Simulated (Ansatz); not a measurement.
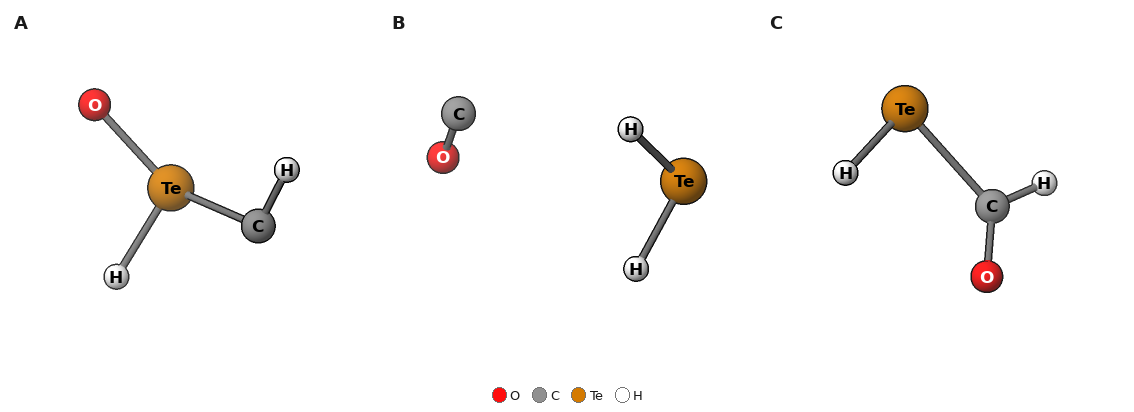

3 stationary structures of one formula. Geometries: PBE0-D4/def2-TZVP. Electronic energies: PBE0-D4/def2-TZVP (Ansatz 0.2.0), without zero-point energy. No frequency run is at hand to confirm each as a minimum.

> Which structure is the most stable?

C is lowest (Cs); B lies 0.336 eV above it, A lies 5.522 eV above it (C1).
